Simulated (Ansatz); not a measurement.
# BH3Cl (doublet): correlated methods under varied settings at distance Cl1–H2 along a hydrogen transfer = 1.189 Å

Aim: run BH3Cl (doublet) at one geometry under a spread of methods and options, and see what each costs and gives.

The runs use Ansatz 0.2.0, Gaussian basis; the settings change from run to run.

12 further runs of the same task are left out: 5 for a known fault of the program, 1 for a mislabelled method, 6 that didn't finish.

## (1) What is computed

The geometry derives from fragments relaxed apart (PBE0/def2-TZVP) and kept rigid, so it is no stationary point. A hydrogen atom is moved between rigid fragments.

5 atoms, charge 0, spin multiplicity 2.

Atoms are counted from 1 here; the program's logs count them from 0.

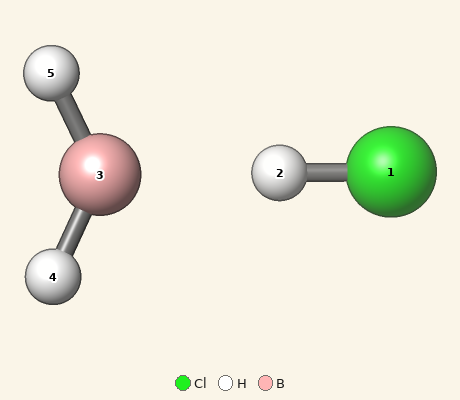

The structure; chlorine green, hydrogen white, boron pink; atoms are numbered from 1 in the order of the file.

## (2) CCSD on ROHF/6-31++G**

Input file in.yaml:

```yaml
crystal:
  periodic: [false, false, false]
  atoms:
    - {symbol: Cl, position_ang: [-0.852415, 0.000000, 0.000000]}
    - {symbol: H, position_ang: [0.336585, 0.000000, 0.000000]}
    - {symbol: B, position_ang: [2.249585, 0.000000, 0.000000]}
    - {symbol: H, position_ang: [2.758659, 0.000000, 1.077008]}
    - {symbol: H, position_ang: [2.758659, 0.000000, -1.077008]}
basis:
  gaussian: {orbitals: "6-31++G**"}
magnetization: {spin_polarized: false, initial_magnetization: 1}
correlation: {method: ccsd, electrons: outside_noble_gas}
scf: {lower_state_search: off}
```

Run with:

```bash
ansatz run in.yaml --threads 1 --pin off --events-out ev --progress --plain --max-ram 2393MiB
```

What it wrote:

```text
Functional definition: HF
  name "HF"
  cite "Fock, Z. Phys. 61, 126 (1930) doi:10.1007/BF01340294"
  parent pbe
  exchange = exact_x
  correlation = 0
these checks for a lower state are left out or cut short: stability, starts, cluster_reference, orbital_swaps, neighbouring_geometries, increment
533 factors; integrals over basis functions are off by at most 1.5e-3 eV
mean field evaluation 1: about -13218.2891 eV, gradient 1.3e1 eV
mean field evaluation 2: about -13218.3054 eV, gradient 1.3e1 eV
mean field evaluation 4: about -13219.4228 eV, gradient 1.4e0 eV
mean field evaluation 8: about -13219.4388 eV, gradient 2.7e-1 eV
mean field -13219.43946957 eV, -485.8054400490 hartree, gradient 5.2e-6 eV, S^2 0.750000; 0 other end points of the search recorded, 0 dependent functions left out
6 core orbitals not correlated: weight in the atoms' cores, before any rotation towards them, 1.000 or more for the frozen orbitals, at most 0.000 for the correlated occupied ones
reference -13219.43946957 eV, -485.8054400490 hartree; 7, 6 occupied and 47, 48 virtual orbitals, 533 factors
second order -5.81518710 eV of doubles, -0.02952053 eV of singles
cycle   1  -6.52949600 eV  change   -6.8e-1 eV  update   5.2e-2
cycle   2  -6.73790823 eV  change   -2.1e-1 eV  update   1.8e-2
cycle   3  -6.75107466 eV  change   -1.3e-2 eV  update   5.7e-3
cycle   4  -6.75020437 eV  change    8.7e-4 eV  update   2.2e-3
cycle   5  -6.75004753 eV  change    1.6e-4 eV  update   7.8e-4
cycle   6  -6.75006875 eV  change   -2.1e-5 eV  update   2.0e-4
cycle   7  -6.75009787 eV  change   -2.9e-5 eV  update   7.5e-5
cycle   8  -6.75011512 eV  change   -1.7e-5 eV  update   2.7e-5
cycle   9  -6.75011440 eV  change    7.2e-7 eV  update   9.5e-6
Total energy: -13226.18958397 eV, -486.0535021778 hartree
Checks for a lower state left out: stability, starts, cluster_reference, orbital_swaps, neighbouring_geometries, increment
```

It took 1.3 s on 1 thread of Intel Xeon Platinum 8375C at 2.90GHz, shared host.

From the report: correlation -6.7501 eV; T1 0.011; largest double amplitude 0.03.

## (3) BCCD on UHF/6-31G

in.yaml, as its differences from that of step 2:

```diff
@@ -9,5 +9,4 @@
 basis:
-  gaussian: {orbitals: "6-31++G**"}
-magnetization: {spin_polarized: false, initial_magnetization: 1}
-correlation: {method: ccsd, electrons: outside_noble_gas}
-scf: {lower_state_search: off}
+  gaussian: {orbitals: 6-31G}
+magnetization: {spin_polarized: true, initial_magnetization: 1}
+correlation: {method: bccd, electrons: outside_noble_gas}
```

Same command.

What it wrote, cut to the lines that bear on the results:

```text
Functional definition: HF
  name "HF"
  cite "Fock, Z. Phys. 61, 126 (1930) doi:10.1007/BF01340294"
  parent pbe
[...]
362 factors; integrals over basis functions are off by at most 2.7e-4 eV
[...]
mean field -13218.24197085 eV, -485.7614327824 hartree, gradient 1.7e-6 eV, S^2 0.754427; 4 other end points of the search recorded, 0 dependent functions left out
determinant -13218.24197085 eV, -485.7614327824 hartree, with singles and doubles -13221.25248737 eV, -485.8720672240 hartree
determinant -13216.78952033 eV, -485.7080562103 hartree, with singles and doubles -13219.96242786 eV, -485.8246584114 hartree
6 core orbitals not correlated: weight in the atoms' cores, before any rotation towards them, 1.000 or more for the frozen orbitals, at most 0.000 for the correlated occupied ones
reference -13218.24197085 eV, -485.7614327824 hartree; 7, 6 occupied and 15, 16 virtual orbitals, 362 factors
second order -2.38343003 eV of doubles, -0.00000000 eV of singles
cycle   1  -3.00874952 eV  change    1.8e-3 eV  update   3.7e-3
[...]
cycle   7  -3.00697523 eV  change   -2.9e-6 eV  update   2.4e-6
Total energy: -13221.24894607 eV, -485.8719370838 hartree
```

Wall time 0.87 s (1 thread of Intel Xeon Platinum 8375C at 2.90GHz, shared host).

From the report: ⟨S²⟩ of the determinant 0.754 (pure doublet: 0.75); correlation -3.0070 eV; largest double amplitude 0.05.

## (4) HF/cc-pVDZ

in.yaml, as its differences from that of step 3:

```diff
@@ -9,4 +9,6 @@
 basis:
-  gaussian: {orbitals: 6-31G}
-magnetization: {spin_polarized: true, initial_magnetization: 1}
-correlation: {method: bccd, electrons: outside_noble_gas}
+  gaussian: {orbitals: cc-pVDZ}
+magnetization: {spin_polarized: false, initial_magnetization: 1}
+hamiltonian: {xc: hf}
+scf: {lower_state_search: light}
+output: {orbitals: {seedname: orbitals}}
```

The command is unchanged.

What it wrote:

```text
Functional definition: HF
  name "HF"
  cite "Fock, Z. Phys. 61, 126 (1930) doi:10.1007/BF01340294"
  parent pbe
  exchange = exact_x
  correlation = 0
457 factors; integrals over basis functions are off by at most 1.5e-3 eV
mean field evaluation 1: about -13218.7699 eV, gradient 1.4e1 eV
mean field evaluation 2: about -13218.7945 eV, gradient 1.4e1 eV
mean field evaluation 4: about -13219.9396 eV, gradient 1.4e0 eV
mean field evaluation 8: about -13219.9605 eV, gradient 2.7e-3 eV
mean field evaluation 16: about -13219.6145 eV, gradient 1.8e0 eV
mean field evaluation 32: about -13219.9605 eV, gradient 4.6e-5 eV
mean field -13219.96050886 eV, -485.8245878896 hartree, gradient 4.6e-5 eV, S^2 0.750000; 0 other end points of the search recorded, 0 dependent functions left out
reference -13219.96050886 eV, -485.8245878896 hartree; 13, 12 occupied and 34, 35 virtual orbitals, 457 factors
Total energy: -13219.96050886 eV, -485.8245878896 hartree
```

Run time: 0.42 s. Hardware: 1 thread of Intel Xeon Platinum 8375C at 2.90GHz, shared host.

## (5) HF/cc-pVDZ

in.yaml, as its differences from that of step 4:

```diff
@@ -9,6 +9,5 @@
 basis:
-  gaussian: {orbitals: cc-pVDZ}
+  gaussian: {orbitals: cc-pVDZ, point_charges: [{charge: 0.50, position_ang: [5.611, -0.205, -0.931]}]}
 magnetization: {spin_polarized: false, initial_magnetization: 1}
 hamiltonian: {xc: hf}
-scf: {lower_state_search: light}
-output: {orbitals: {seedname: orbitals}}
+output: {forces: true, orbitals: {seedname: orbitals}}
```

Launched as before.

What it wrote, cut to the lines that bear on the results:

```text
Functional definition: HF
  name "HF"
  cite "Fock, Z. Phys. 61, 126 (1930) doi:10.1007/BF01340294"
  parent pbe
[...]
457 factors; integrals over basis functions are off by at most 1.5e-3 eV
[...]
mean field -13219.90896402 eV, -485.8226936517 hartree, gradient 4.7e-5 eV, S^2 0.750000; 0 other end points of the search recorded, 0 dependent functions left out
[...]
reference -13219.90896402 eV, -485.8226936517 hartree; 13, 12 occupied and 34, 35 virtual orbitals, 457 factors
Total energy: -13219.90896402 eV, -485.8226936517 hartree
Atom 0 at    -0.852415     0.000000     0.000000 Å, force    -5.037322    -0.002405    -0.002654 eV/Å
Atom 1 at     0.336585     0.000000     0.000000 Å, force     3.994940     0.003847     0.002443 eV/Å
Atom 2 at     2.249585     0.000000     0.000000 Å, force     0.881903     0.019845     0.103927 eV/Å
Atom 3 at     2.758659     0.000000     1.077008 Å, force     0.062387    -0.011259     0.023875 eV/Å
Atom 4 at     2.758659     0.000000    -1.077008 Å, force     0.122489    -0.015546    -0.130124 eV/Å
Dipole moment:     0.328564     0.003217     0.033868 e Å
```

Wall time 0.54 s (1 thread of Intel Xeon Platinum 8375C at 2.90GHz, shared host).

## (6) BCCD on UHF/6-31G*

Input file in.yaml:

```yaml
crystal:
  periodic: [false, false, false]
  atoms:
    - {symbol: Cl, position_ang: [-0.852415, 0.000000, 0.000000]}
    - {symbol: H, position_ang: [0.336585, 0.000000, 0.000000]}
    - {symbol: B, position_ang: [2.249585, 0.000000, 0.000000]}
    - {symbol: H, position_ang: [2.758659, 0.000000, 1.077008]}
    - {symbol: H, position_ang: [2.758659, 0.000000, -1.077008]}
basis:
  gaussian: {orbitals: "6-31G*"}
magnetization: {spin_polarized: true, initial_magnetization: 1}
correlation: {method: bccd, electrons: outside_noble_gas}
```

Same command.

What it wrote, cut to the lines that bear on the results:

```text
Functional definition: HF
  name "HF"
  cite "Fock, Z. Phys. 61, 126 (1930) doi:10.1007/BF01340294"
  parent pbe
[...]
399 factors; integrals over basis functions are off by at most 7.7e-4 eV
[...]
mean field -13219.18645903 eV, -485.7961420830 hartree, gradient 3.5e-6 eV, S^2 0.754737; 3 other end points of the search recorded, 0 dependent functions left out
determinant -13219.18645903 eV, -485.7961420830 hartree, with singles and doubles -13225.24147354 eV, -486.0186597620 hartree
determinant -13217.68829421 eV, -485.7410855413 hartree, with singles and doubles -13223.90755767 eV, -485.9696392578 hartree
6 core orbitals not correlated: weight in the atoms' cores, before any rotation towards them, 1.000 or more for the frozen orbitals, at most 0.000 for the correlated occupied ones
reference -13219.18645903 eV, -485.7961420830 hartree; 7, 6 occupied and 27, 28 virtual orbitals, 399 factors
second order -5.18372011 eV of doubles, -0.00000000 eV of singles
cycle   1  -6.05306859 eV  change    1.9e-3 eV  update   2.6e-3
[...]
cycle   6  -6.05187527 eV  change   -4.7e-6 eV  update   8.4e-6
Total energy: -13225.23833430 eV, -486.0185443969 hartree
```

Wall time 1.5 s (1 thread of Intel Xeon Platinum 8375C at 2.90GHz, shared host).

From the report: ⟨S²⟩ of the determinant 0.755 (pure doublet: 0.75); correlation -6.0519 eV; largest double amplitude 0.05.

## (7) MP2 on UHF/cc-pVDZ

in.yaml, as its differences from that of step 6:

```diff
@@ -9,4 +9,5 @@
 basis:
-  gaussian: {orbitals: "6-31G*"}
+  gaussian: {orbitals: cc-pVDZ}
 magnetization: {spin_polarized: true, initial_magnetization: 1}
-correlation: {method: bccd, electrons: outside_noble_gas}
+correlation: {method: mp2, electrons: all}
+scf: {lower_state_search: light}
```

Launched as before.

What it wrote:

```text
Functional definition: HF
  name "HF"
  cite "Fock, Z. Phys. 61, 126 (1930) doi:10.1007/BF01340294"
  parent pbe
  exchange = exact_x
  correlation = 0
457 factors; integrals over basis functions are off by at most 1.5e-3 eV
mean field evaluation 1: about -13218.7664 eV, gradient 1.1e1 eV
mean field evaluation 2: about -13218.7917 eV, gradient 1.1e1 eV
mean field evaluation 4: about -13219.9738 eV, gradient 1.4e0 eV
mean field evaluation 8: about -13220.0115 eV, gradient 6.2e-4 eV
mean field evaluation 16: about -13220.0077 eV, gradient 3.8e-1 eV
mean field -13220.01150113 eV, -485.8264618209 hartree, gradient 3.5e-6 eV, S^2 0.755240; 2 other end points of the search recorded, 0 dependent functions left out
reference -13220.01150113 eV, -485.8264618209 hartree; 13, 12 occupied and 34, 35 virtual orbitals, 457 factors
second order -6.14436454 eV of doubles, -0.00000000 eV of singles
Total energy: -13226.15586567 eV, -486.0522630528 hartree
```

It took 0.51 s on 1 thread of Intel Xeon Platinum 8375C at 2.90GHz, shared host.

From the report: ⟨S²⟩ of the determinant 0.755 (pure doublet: 0.75).

## (8) CCSDT(Q)/B on UHF/6-31G

in.yaml, as its differences from that of step 7:

```diff
@@ -9,5 +9,4 @@
 basis:
-  gaussian: {orbitals: cc-pVDZ}
+  gaussian: {orbitals: 6-31G}
 magnetization: {spin_polarized: true, initial_magnetization: 1}
-correlation: {method: mp2, electrons: all}
-scf: {lower_state_search: light}
+correlation: {method: ccsdt_q_b, electrons: valence, diis_vectors: 1}
```

Same command.

What it wrote, cut to the lines that bear on the results:

```text
Functional definition: HF
  name "HF"
  cite "Fock, Z. Phys. 61, 126 (1930) doi:10.1007/BF01340294"
  parent pbe
[...]
589 factors; integrals over basis functions are off by at most 1.1e-7 eV
[...]
mean field -13218.24203172 eV, -485.7614350194 hartree, gradient 1.7e-6 eV, S^2 0.754427; 4 other end points of the search recorded, 0 dependent functions left out
determinant -13218.24203172 eV, -485.7614350194 hartree, with singles and doubles -13221.25255281 eV, -485.8720696287 hartree
determinant -13216.78959004 eV, -485.7080587722 hartree, with singles and doubles -13219.96249935 eV, -485.8246610386 hartree
6 core orbitals not correlated: weight in the atoms' cores, before any rotation towards them, 1.000 or more for the frozen orbitals, at most 0.000 for the correlated occupied ones
reference -13218.24203172 eV, -485.7614350194 hartree; 7, 6 occupied and 15, 16 virtual orbitals, 589 factors
second order -2.38347752 eV of doubles, -0.00000000 eV of singles
cycle   1  -2.82271823 eV  change   -4.4e-1 eV  update   5.1e-2
[...]
cycle  25  -3.05570817 eV  change   -3.3e-7 eV  update   9.3e-7
perturbative correction -0.00048804 eV, -0.0000179351 hartree
Total energy: -13221.29822792 eV, -485.8737481584 hartree
```

Run time: 7.5 s. Hardware: 1 thread of Intel Xeon Platinum 8375C at 2.90GHz, shared host.

From the report: ⟨S²⟩ of the determinant 0.754 (pure doublet: 0.75); correlation -3.0562 eV; T1 0.007; largest double amplitude 0.06.

## (9) The runs in one table

Where basis and cores are those of an earlier UCCSDT(Q)/cc-pVDZ run (-13227.0265 eV), and the state is the same kind, the miss against it is given.

| level | correlated | functions | energy (eV) | from UCCSDT(Q) (meV) | time |
| --- | --- | --- | --- | --- | --- |
| CCSD on ROHF/6-31++G** | outside noble gas | 60 | -13226.1896 |  | 1.3 s |
| BCCD on UHF/6-31G | outside noble gas | 28 | -13221.2489 |  | 0.87 s |
| HF/cc-pVDZ |  | 47 | -13219.9605 | 7066.0 | 0.42 s |
| HF/cc-pVDZ (beside a point charge) |  | 47 | -13219.9090 |  | 0.54 s |
| BCCD on UHF/6-31G* | outside noble gas | 40 | -13225.2383 |  | 1.5 s |
| MP2 on UHF/cc-pVDZ | all | 47 | -13226.1559 |  | 0.51 s |
| CCSDT(Q)/B on UHF/6-31G | valence | 28 | -13221.2982 |  | 7.5 s |

## (10) Results

| quantity | value |
| --- | --- |
| runs | 7 |
| quickest | HF/cc-pVDZ, 0.42 s |
| slowest | CCSDT(Q)/B on UHF/6-31G, 7.5 s |

Total energies in different bases, with other cores or another treatment of relativity can't be set against each other. CCSDT(Q)/B on UHF/6-31G took 18 times as long as HF/cc-pVDZ; the jobs differ in more than the method. Hartree-Fock, CASSCF and CASCI lack dynamic correlation by design.
